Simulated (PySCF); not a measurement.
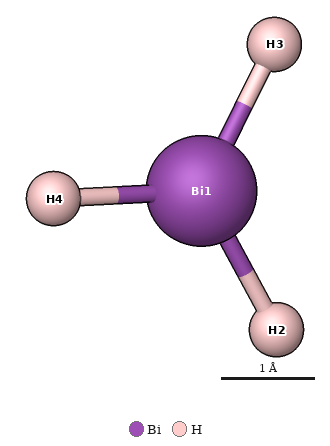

Fig. 1: The structure as given in the input (ball-and-stick view, seen at a tilt; atoms are numbered from 1 in the order of the input). Sticks mark near contacts. Bond lengths as drawn: Bi–H 1.78 Å.

## Single-point calculation of BiH3 (charge +2)

The run: single-point calculation of BiH3, charge +2. Method and program: RKS B3LYP, Bi def2-SVP with ECP60, H def2-SVP; non-relativistic Hamiltonian with a scalar-relativistic core potential; density fitting (PySCF 2.14.0).

It belongs to a series of runs on one base structure; here: finer grid at the relaxed geometry.

The input:
```python
mol = gto.M(atom='''
Bi    -0.00000     0.00000     0.00000
H      1.78421    -0.00000    -0.00000
H     -0.89210     1.54517     0.00000
H     -0.89211    -1.54517     0.00000''',
    basis={'Bi': 'def2-SVP', 'H': 'def2-SVP'},
    ecp={'Bi': 'def2-SVP'},
    charge=2, spin=0)
mf = dft.RKS(mol, xc='B3LYP')
mf.grids.atom_grid = (75, 302)  # f atoms: at least (60, 302), unpruned
mf = mf.density_fit()  # Bi def2-universal-JKFIT, H def2-universal-JKFIT
mf.conv_tol = 1e-09; mf.max_cycle = 55
mf.kernel(dm0)
```

The script is an equivalent of the set-up of the self-consistent field. The run itself was carried out by a driver, which started from the orbitals of the step before it where there was one and computed the further properties.

Hardware: 2 threads of Arm Neoverse V1, 24 GiB of memory available, shared host.

Command:
```bash
OMP_NUM_THREADS=2 python <driver script>
```

What the program printed:
```
init E= -215.547475484977
  HOMO = -0.868448319969032  LUMO = -0.656359079467203  gap/eV = 5.77124
cycle= 1 E= -215.547475485532  delta_E= -5.55e-10  |g|= 2.76e-05  |ddm|= 0.000163
  HOMO = -0.868442739096753  LUMO = -0.656351026510291  gap/eV = 5.77131
Extra cycle  E= -215.547475485619  delta_E= -8.69e-11  |g|= 1.83e-05  |ddm|= 7.59e-05
converged SCF energy = -215.547475485619
```

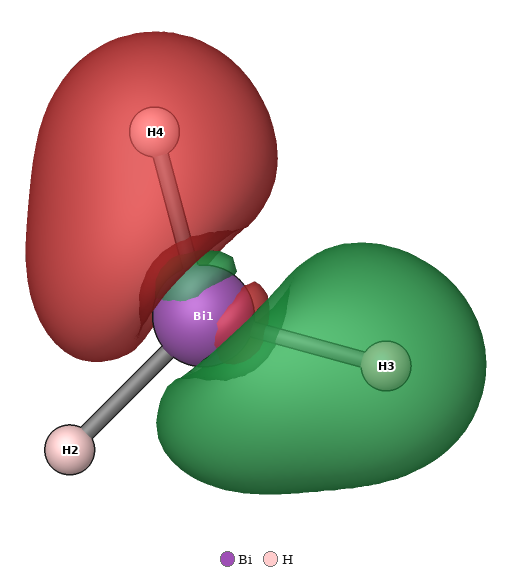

Fig. 2: The HOMO at ±0.1 Å⁻³ᐟ² (green and red are the two phases), seen face on. It lies mainly on Bi1 (50 %), H3 (25 %) and H4 (25 %); it is symmetric in the molecular plane (σ or in-plane lone-pair type). Its energy is −23.63 eV.

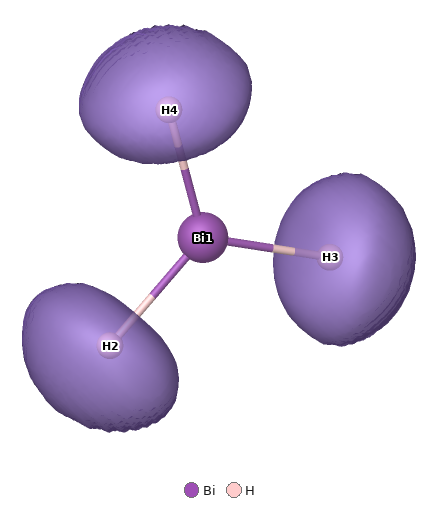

Fig. 3: Isosurface of the electron localisation function at 0.9 (purple), seen at a tilt. Only the valence region is drawn (cores and ρ < 0.01 e/Å³ removed). Values along the shortest contacts: Bi–H (1.78 Å): the ELF climbs to about 1 towards the hydrogen, as it does in any bond to H.

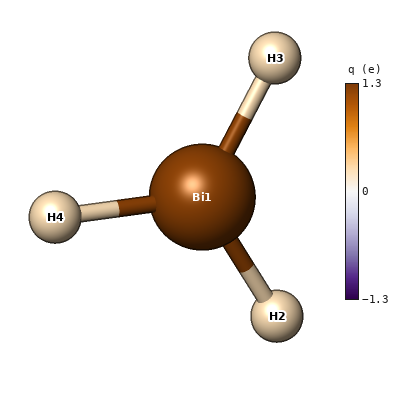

Fig. 4: Mulliken charges, as the colour of each atom (ball-and-stick view, seen at a tilt; atoms are numbered from 1 in the order of the input; Mulliken charges depend strongly on the basis). By element: Bi +1.22 and H +0.26 e.

Results in brief:

```csv
quantity,value
outcome,converged
total energy,−215.547475 hartree
HOMO,−23.63 eV
LUMO,−17.86 eV
largest force (length of the vector),under 0.001 eV/Å
wall time,1.2 s (CPU time 2.5 s)
peak memory,0.46 GiB
```
